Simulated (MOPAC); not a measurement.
**Run report: C2H3BrSi, geometry relaxation (part 2 of 2)**

Continued. System: C2H3BrSi, SMILES C#C[SiH2]Br. Method: PM6-D3H4, closed shell, dispersion D3H4 (MOPAC 23.2.5). The geometry comes from this level: GFN2-xTB.

Geometry of the input (Å):
```
C  -1.2039  -1.4430  -0.7017
C  -0.4395  -0.6466  -0.2265
Si 0.7183  0.5954  0.4882
Br 0.2272  2.5491  -0.4705
H  -1.8744  -2.1362  -1.1221
H  0.4765  0.7767  1.9119
H  2.0957  0.3046  0.1207
```

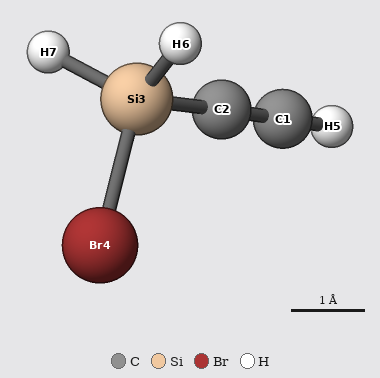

*The geometry at step 14 of the log (ball-and-stick view, seen at a tilt; atoms are numbered from 1 in the order of the input).*

### Trajectory as extended XYZ, continued
```
7
Properties=species:S:1:pos:R:3:forces:R:3 step=4 energy=0.90844
C    -1.2274   -1.4762   -0.7162   -0.1085  -0.1157  -0.0794
C    -0.4106   -0.6303   -0.1910    0.1711   0.1232   0.0531
Si    0.7051    0.6135    0.4668   -0.1287  -0.0271   0.0557
Br    0.2318    2.5527   -0.4670   -0.0223   0.1554  -0.0765
H    -1.8801   -2.1500   -1.1407    0.0099  -0.0053   0.0314
H     0.4867    0.7498    1.9218    0.0770  -0.0681  -0.0387
H     2.1012    0.2760    0.1390    0.0015  -0.0624   0.0543
7
Properties=species:S:1:pos:R:3:forces:R:3 step=5 energy=0.90743
C    -1.2299   -1.4794   -0.7164    0.3070   0.3064   0.1783
C    -0.4068   -0.6299   -0.1908   -0.2962  -0.3446  -0.2281
Si    0.7039    0.6112    0.4682   -0.0384   0.0658   0.0156
Br    0.2318    2.5565   -0.4681   -0.0090   0.0971  -0.0462
H    -1.8814   -2.1528   -1.1403   -0.0065  -0.0194   0.0240
H     0.4898    0.7450    1.9208    0.0571  -0.0561   0.0063
H     2.1011    0.2716    0.1420   -0.0141  -0.0492   0.0502
7
Properties=species:S:1:pos:R:3:forces:R:3 step=6 energy=0.90543
C    -1.2297   -1.4797   -0.7146    0.0256   0.0038  -0.0122
C    -0.4064   -0.6339   -0.1944    0.0231   0.0158  -0.0011
Si    0.7029    0.6091    0.4695   -0.0413   0.0645  -0.0649
Br    0.2319    2.5604   -0.4691    0.0026   0.0403  -0.0179
H    -1.8814   -2.1532   -1.1363   -0.0266  -0.0374   0.0113
H     0.4924    0.7407    1.9203    0.0371  -0.0477   0.0415
H     2.1008    0.2678    0.1461   -0.0206  -0.0394   0.0433
7
Properties=species:S:1:pos:R:3:forces:R:3 step=7 energy=0.90413
C    -1.2309   -1.4820   -0.7134    0.0109  -0.0288  -0.0287
C    -0.4045   -0.6375   -0.1969    0.0423   0.0856   0.0215
Si    0.7015    0.6107    0.4676   -0.0406  -0.0055  -0.0048
Br    0.2324    2.5639   -0.4693    0.0095   0.0159  -0.0052
H    -1.8833   -2.1574   -1.1327   -0.0171  -0.0242   0.0181
H     0.4964    0.7324    1.9234    0.0185  -0.0279  -0.0164
H     2.0998    0.2604    0.1556   -0.0235  -0.0151   0.0156
7
Properties=species:S:1:pos:R:3:forces:R:3 step=8 energy=0.90361
C    -1.2306   -1.4836   -0.7123    0.0063  -0.0342  -0.0270
C    -0.4030   -0.6376   -0.1995   -0.0111   0.0469  -0.0008
Si    0.6996    0.6100    0.4668    0.0134   0.0224   0.0009
Br    0.2327    2.5668   -0.4696    0.0178  -0.0149   0.0111
H    -1.8849   -2.1613   -1.1271    0.0015  -0.0065   0.0229
H     0.4998    0.7254    1.9226   -0.0054  -0.0121  -0.0015
H     2.0985    0.2548    0.1631   -0.0225  -0.0017  -0.0056
7
Properties=species:S:1:pos:R:3:forces:R:3 step=9 energy=0.90337
C    -1.2299   -1.4848   -0.7127    0.0332   0.0068   0.0095
C    -0.4035   -0.6361   -0.2015   -0.0234   0.0303  -0.0111
Si    0.6991    0.6111    0.4665    0.0093  -0.0037   0.0024
Br    0.2331    2.5669   -0.4693    0.0180  -0.0061   0.0103
H    -1.8855   -2.1632   -1.1217   -0.0092  -0.0243   0.0040
H     0.5008    0.7224    1.9227   -0.0121  -0.0057  -0.0025
H     2.0973    0.2528    0.1653   -0.0158   0.0027  -0.0126
7
Properties=species:S:1:pos:R:3:forces:R:3 step=10 energy=0.90310
C    -1.2277   -1.4862   -0.7126    0.0060   0.0081   0.0168
C    -0.4050   -0.6313   -0.2050   -0.0393  -0.0138  -0.0199
Si    0.6983    0.6122    0.4661    0.0164  -0.0058   0.0146
Br    0.2336    2.5660   -0.4687    0.0168   0.0164   0.0061
H    -1.8865   -2.1673   -1.1146    0.0197  -0.0068   0.0054
H     0.5010    0.7188    1.9230   -0.0162  -0.0012  -0.0058
H     2.0952    0.2509    0.1663   -0.0034   0.0030  -0.0171
7
Properties=species:S:1:pos:R:3:forces:R:3 step=11 energy=0.90301
C    -1.2270   -1.4872   -0.7124    0.0027   0.0195   0.0209
C    -0.4062   -0.6295   -0.2068   -0.0248  -0.0158  -0.0059
Si    0.6983    0.6122    0.4668    0.0042  -0.0052  -0.0099
Br    0.2339    2.5659   -0.4686    0.0171   0.0191   0.0083
H    -1.8861   -2.1688   -1.1119    0.0152  -0.0160  -0.0027
H     0.5003    0.7181    1.9232   -0.0142  -0.0025   0.0007
H     2.0945    0.2510    0.1644   -0.0002   0.0009  -0.0114
7
Properties=species:S:1:pos:R:3:forces:R:3 step=12 energy=0.90291
C    -1.2265   -1.4881   -0.7120   -0.0186   0.0024   0.0084
C    -0.4074   -0.6285   -0.2075   -0.0025  -0.0027   0.0089
Si    0.6981    0.6120    0.4670   -0.0039  -0.0014  -0.0192
Br    0.2343    2.5662   -0.4685    0.0168   0.0197   0.0096
H    -1.8851   -2.1708   -1.1110    0.0187  -0.0126  -0.0010
H     0.4991    0.7177    1.9234   -0.0095  -0.0043  -0.0014
H     2.0940    0.2513    0.1620   -0.0011  -0.0012  -0.0053
7
Properties=species:S:1:pos:R:3:forces:R:3 step=13 energy=0.90272
C    -1.2258   -1.4908   -0.7108   -0.0432  -0.0200  -0.0095
C    -0.4098   -0.6274   -0.2089    0.0267   0.0154   0.0275
Si    0.6971    0.6118    0.4665   -0.0130   0.0036  -0.0319
Br    0.2358    2.5678   -0.4679    0.0165   0.0161   0.0133
H    -1.8822   -2.1766   -1.1086    0.0210  -0.0080   0.0017
H     0.4963    0.7158    1.9230   -0.0025  -0.0044  -0.0042
H     2.0926    0.2512    0.1580   -0.0056  -0.0026   0.0032
7
Properties=species:S:1:pos:R:3:forces:R:3 step=14 energy=0.90241
C    -1.2248   -1.4967   -0.7081   -0.0614  -0.0399  -0.0271
C    -0.4142   -0.6260   -0.2111    0.0527   0.0282   0.0398
Si    0.6945    0.6119    0.4644   -0.0205   0.0074  -0.0389
Br    0.2389    2.5715   -0.4665    0.0152   0.0092   0.0177
H    -1.8764   -2.1888   -1.1036    0.0201  -0.0017   0.0051
H     0.4913    0.7110    1.9211    0.0062  -0.0001  -0.0079
H     2.0895    0.2503    0.1523   -0.0123  -0.0031   0.0113
7
Properties=species:S:1:pos:R:3:forces:R:3 step=15 energy=0.90200
C    -1.2238   -1.5083   -0.7030   -0.0480  -0.0408  -0.0331
C    -0.4214   -0.6254   -0.2141    0.0547   0.0218   0.0277
Si    0.6887    0.6125    0.4585   -0.0203   0.0068  -0.0270
Br    0.2451    2.5793   -0.4634    0.0110  -0.0027   0.0204
H    -1.8650   -2.2123   -1.0941    0.0078   0.0040   0.0075
H     0.4824    0.7020    1.9155    0.0145   0.0126  -0.0086
H     2.0833    0.2478    0.1452   -0.0198  -0.0017   0.0132
7
Properties=species:S:1:pos:R:3:forces:R:3 step=16 energy=0.90179
C    -1.2245   -1.5128   -0.7013    0.0095  -0.0022  -0.0045
C    -0.4223   -0.6278   -0.2142    0.0082  -0.0039  -0.0099
Si    0.6855    0.6135    0.4541   -0.0006  -0.0028   0.0071
Br    0.2478    2.5827   -0.4616    0.0061  -0.0009   0.0113
H    -1.8609   -2.2207   -1.0901   -0.0159  -0.0101  -0.0019
H     0.4804    0.7002    1.9110    0.0060   0.0196   0.0008
H     2.0802    0.2463    0.1470   -0.0133   0.0003  -0.0028
7
Properties=species:S:1:pos:R:3:forces:R:3 step=17 energy=0.90175
C    -1.2246   -1.5122   -0.7016    0.0137   0.0025  -0.0002
C    -0.4216   -0.6280   -0.2143   -0.0012  -0.0103  -0.0123
Si    0.6856    0.6136    0.4543   -0.0001  -0.0025   0.0072
Br    0.2475    2.5823   -0.4617    0.0055   0.0016   0.0094
H    -1.8620   -2.2196   -1.0903   -0.0123  -0.0077  -0.0012
H     0.4812    0.7018    1.9112    0.0039   0.0168   0.0007
H     2.0802    0.2464    0.1475   -0.0095  -0.0004  -0.0036
7
Properties=species:S:1:pos:R:3:forces:R:3 step=18 energy=0.90164
C    -1.2248   -1.5147   -0.7015    0.0323   0.0224   0.0156
C    -0.4207   -0.6292   -0.2169   -0.0396  -0.0363  -0.0144
Si    0.6838    0.6140    0.4535    0.0004  -0.0013   0.0016
Br    0.2487    2.5832   -0.4604    0.0000   0.0104   0.0000
H    -1.8637   -2.2238   -1.0866    0.0028   0.0068   0.0011
H     0.4821    0.7087    1.9104   -0.0035   0.0022   0.0002
H     2.0770    0.2459    0.1464    0.0076  -0.0043  -0.0040
7
Properties=species:S:1:pos:R:3:forces:R:3 step=19 energy=0.90160
C    -1.2247   -1.5155   -0.7013    0.0162   0.0041   0.0064
C    -0.4214   -0.6297   -0.2165   -0.0165  -0.0117  -0.0048
Si    0.6835    0.6138    0.4531   -0.0002   0.0000   0.0003
Br    0.2492    2.5839   -0.4603   -0.0001   0.0063   0.0009
H    -1.8627   -2.2250   -1.0865   -0.0012   0.0034  -0.0006
H     0.4811    0.7086    1.9100   -0.0012   0.0022  -0.0002
H     2.0768    0.2459    0.1451    0.0029  -0.0042  -0.0019
7
Properties=species:S:1:pos:R:3:forces:R:3 step=20 energy=0.90158
C    -1.2239   -1.5195   -0.7000   -0.0034  -0.0120  -0.0047
C    -0.4239   -0.6303   -0.2171    0.0088   0.0119   0.0058
Si    0.6815    0.6138    0.4512    0.0011   0.0014  -0.0006
Br    0.2512    2.5866   -0.4592   -0.0017  -0.0004   0.0008
H    -1.8600   -2.2314   -1.0838   -0.0029   0.0012  -0.0014
H     0.4786    0.7083    1.9082    0.0015   0.0014  -0.0010
H     2.0747    0.2448    0.1420   -0.0034  -0.0034   0.0011
7
Properties=species:S:1:pos:R:3:forces:R:3 step=21 energy=0.90158
C    -1.2239   -1.5191   -0.7002   -0.0002  -0.0064  -0.0019
C    -0.4235   -0.6302   -0.2171    0.0032   0.0059   0.0037
Si    0.6817    0.6138    0.4515    0.0006   0.0009  -0.0008
Br    0.2509    2.5862   -0.4593   -0.0014   0.0008   0.0003
H    -1.8607   -2.2303   -1.0842   -0.0012   0.0012  -0.0011
H     0.4792    0.7088    1.9084    0.0005   0.0009  -0.0005
H     2.0749    0.2447    0.1426   -0.0015  -0.0033   0.0003
7
Properties=species:S:1:pos:R:3:forces:R:3 step=22 energy=0.90157
C    -1.2236   -1.5193   -0.7003    0.0018   0.0033   0.0013
C    -0.4235   -0.6301   -0.2171   -0.0030  -0.0029   0.0004
Si    0.6818    0.6139    0.4515    0.0001  -0.0003  -0.0006
Br    0.2508    2.5861   -0.4593   -0.0008   0.0012  -0.0003
H    -1.8614   -2.2297   -1.0844    0.0023   0.0007  -0.0002
H     0.4797    0.7094    1.9084   -0.0005   0.0004   0.0003
H     2.0747    0.2439    0.1430    0.0001  -0.0024  -0.0008
7
Properties=species:S:1:pos:R:3:forces:R:3 step=23 energy=0.90157
C    -1.2236   -1.5195   -0.7003    0.0002   0.0021   0.0005
C    -0.4236   -0.6302   -0.2169   -0.0011  -0.0010   0.0004
Si    0.6817    0.6139    0.4514    0.0001  -0.0001  -0.0002
Br    0.2509    2.5863   -0.4593   -0.0007   0.0004  -0.0003
H    -1.8613   -2.2299   -1.0845    0.0022   0.0002  -0.0001
H     0.4795    0.7095    1.9083   -0.0001   0.0003   0.0003
H     2.0746    0.2438    0.1428   -0.0005  -0.0020  -0.0006
```

### Key numbers

```json
{"quantity": "outcome", "value": "converged"}
{"quantity": "total energy", "value": "−21.544401 hartree"}
{"quantity": "dispersion energy", "value": "−0.000610 hartree"}
{"quantity": "heat of formation", "value": "20.79 kcal/mol"}
{"quantity": "basis functions", "value": "29"}
{"quantity": "largest force", "value": "0.002 eV/Å"}
{"quantity": "HOMO", "value": "−10.41 eV"}
{"quantity": "LUMO", "value": "−0.80 eV"}
{"quantity": "dipole moment", "value": "1.89 D"}
{"quantity": "hardware", "value": "1 thread of Arm Neoverse N1, 98 GiB of memory available, shared host"}
{"quantity": "peak memory", "value": "0.12 GiB"}
```

MOPAC's energies along a path are heats of formation.
